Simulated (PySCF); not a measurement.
## Electronic structure of C$_{6}$H$_{3}$O$_{2}$ (SMILES C#Cc1ccc([O-])o1) (charge −1) in real space

Input

```
{"job": {"kind": "nmr", "xc": "PBE0", "basis": "pcSseg-1", "pop": false}, "charge": -1, "multiplicity": 1}
C      2.808300    -1.109300    -0.754400
C      1.755000    -0.564000    -0.645900
C      0.510000    -0.110500    -0.261400
C     -0.070500     1.137500    -0.201100
C     -1.446600     1.017600     0.063000
C     -1.713800    -0.437300    -0.206600
O     -2.840900    -0.950900     0.078300
O     -0.517700    -1.080800    -0.224500
H      3.617900    -1.701300    -1.222000
H      0.477600     2.069900     0.009500
H     -2.312300     1.678500    -0.023100
```

Launched as:

```sh
OMP_NUM_THREADS=1 python probes_run.py task.json out
```

Geometry: GFN2-xTB, MD frame at 250 fs, 600 K.

Level of theory: PBE0/pcSseg-1, SCF density, gas phase, non-relativistic (PySCF 2.14.0).

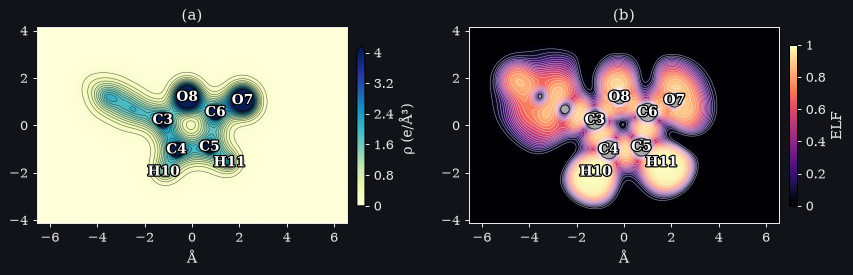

Figure 1. (a) total electron density; (b) electron localisation function on the plane of atoms C4, C3 and O8. Grey discs cover the atomic cores in the ELF map.

### Read the bonding off the picture.

The plane passes through C, O and H nuclei.
C–O (1.27 Å): ρ at the midpoint is about 2.8 e/Å³; the ELF peaks at about 0.85 between the atoms (a polar covalent bond).
C–H (1.09 Å): ρ is about 1.9 e/Å³ halfway; the ELF climbs to about 1 towards the hydrogen, as it does in any bond to H (an ordinary covalent bond to hydrogen).
C–O (1.36 Å): ρ at the midpoint is about 2.3 e/Å³, with its minimum of 2 e/Å³ about 0.5 Å from C; the ELF peaks at about 0.90 between the atoms: a polar covalent bond.
C–C (1.38 Å): ρ is about 2.1 e/Å³ halfway; the ELF peaks at about 0.95 between the atoms, as expected for a covalent bond.
C–O (1.41 Å): ρ at the midpoint is about 2 e/Å³, with its minimum of 1.7 e/Å³ about 0.5 Å from C; the ELF peaks at about 0.90 between the atoms, as expected for a shared but strongly polarised pair.
The ELF also peaks beside O7 and O8, away from the bonds: lone-pair regions.

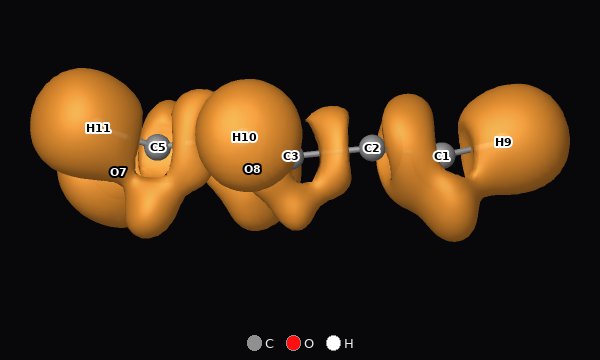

Figure 2. Isosurface of the ELF at 0.75 (orange), seen from one side. Core shells and regions of very low density are left out.

### Describe the localisation domains.

The surface consists of two regions around hydrogen nuclei, one region on C in which the atom's valence shell and bonds are merged, two regions on O in which the atom's valence shell and bonds are merged and one joined region spread over several atoms (C, H), in which their bonds and any lone pairs are merged. Profiles from the grid: C–C (1.19 Å): the ELF peaks at about 0.85 between the atoms (a short, multiple covalent bond).

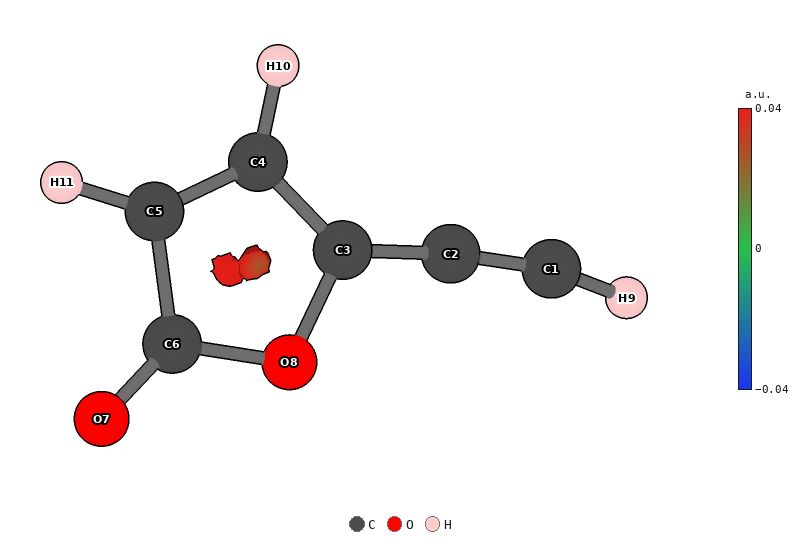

Figure 3. Non-covalent interaction (NCI) plot: the surface where the reduced density gradient is 0.6, for densities under 0.05 a.u., coloured by sign(λ₂)ρ; seen at a tilt.

### Which non-covalent interactions does the plot reveal?

Inside the ring or cage of C3, C4, C5, C6 and O8: steric crowding (red) (×2).
